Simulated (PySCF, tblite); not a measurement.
# C₄H₉FO₃Si: geometry, infrared bands and NMR shifts

What infrared bands and NMR shifts should C₄H₉FO₃Si (`CO[Si](O)(/C=C/F)OC`) show?

Computed with tblite 0.8.0 and PySCF 2.14.0, with density-fitted response routines of our own, on a single molecule in the gas phase. Atoms count from 0, in the outputs and in this text.

## (1) The starting structure

18 atoms, charge 0, multiplicity 1; geometry from: force field or distance geometry start.

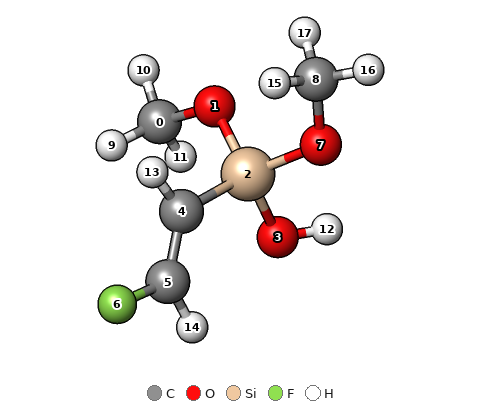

As it starts; carbon grey, oxygen red, silicon light orange, fluorine green, hydrogen white, atoms numbered.

## (2) Relaxing the molecule with GFN2-xTB

The job: settings as JSON, then the geometry in Å.

```
{"job": {"kind": "relax", "xc": "GFN2-xTB", "basis": "xTB"}, "charge": 0, "multiplicity": 1}
C      1.706600    -1.817200     0.227000
O      0.336400    -1.482000    -0.035800
Si    -0.022000     0.059000    -0.494000
O      0.907300     0.448600    -1.818300
C      0.235300     1.251900     0.865800
C      0.883800     2.409800     0.751000
F      1.036600     3.225600     1.812800
O     -1.599200     0.098300    -1.024900
C     -2.606800    -0.491200    -0.215300
H      2.108400    -1.209300     1.045600
H      1.737000    -2.864900     0.536800
H      2.306700    -1.711800    -0.673000
H      0.485200     0.203600    -2.641200
H     -0.178100     0.960700     1.810000
H      1.354600     2.838300    -0.125000
H     -2.669100    -0.002100     0.777200
H     -3.574400    -0.339300    -0.711600
H     -2.457200    -1.571800    -0.098800
```

Command:

```console
$ OMP_NUM_THREADS=1 python probes_run.py task.json out
```

One launch serves the whole session: the jobs run in the order shown.

**Question.** This job is followed by: GFN2-xTB harmonic vibrations, gas phase; GIAO PBE0/pcSseg-1 NMR shielding, non-relativistic, gas phase. Predict these results of the whole session: strongest single infrared mode (GFN2-xTB); zero-point energy (GFN2-xTB); 13C shifts against TMS (PBE0/pcSseg-1, means over atoms taken as alike); 1H shifts against TMS (PBE0/pcSseg-1, means over atoms taken as alike); 17O shifts against H2O (PBE0/pcSseg-1, means over atoms taken as alike); 29Si shifts against TMS (PBE0/pcSseg-1); 19F shifts against CFCl3 (PBE0/pcSseg-1); surface potential, least and greatest.

**Answer**, as computed:

```
                                                               quantity                       value
                              strongest single infrared mode (GFN2-xTB)        860 cm⁻¹, 277 km/mol
                                           zero-point energy (GFN2-xTB)               81.9 kcal/mol
13C shifts against TMS (PBE0/pcSseg-1, means over atoms taken as alike)      170.3, 102.5, 52.3 ppm
 1H shifts against TMS (PBE0/pcSseg-1, means over atoms taken as alike)  6.80, 5.14, 3.86, 1.97 ppm
17O shifts against H2O (PBE0/pcSseg-1, means over atoms taken as alike)              43.3, 33.4 ppm
                                29Si shifts against TMS (PBE0/pcSseg-1)                   -60.5 ppm
                               19F shifts against CFCl3 (PBE0/pcSseg-1)                   -77.5 ppm
                                  surface potential, least and greatest          -1.21 V and 1.93 V
```

In words: Relaxing lowered the energy by 0.260 eV in 123 steps; the close pair that moved most is Si2–C4, from 1.827 to 1.891 Å. All 48 modes are real, so the xTB geometry is a minimum. The strongest single mode, at 860 cm⁻¹, is carried by H12, Si2, O3. GFN2-xTB is a fitted tight-binding method: band positions and strengths are rough. Its intensities can rank the bands wrongly. At PBE0/pcSseg-1: The widest tensor belongs to F6: span 243 ppm, with a paramagnetic part of -222 ppm.
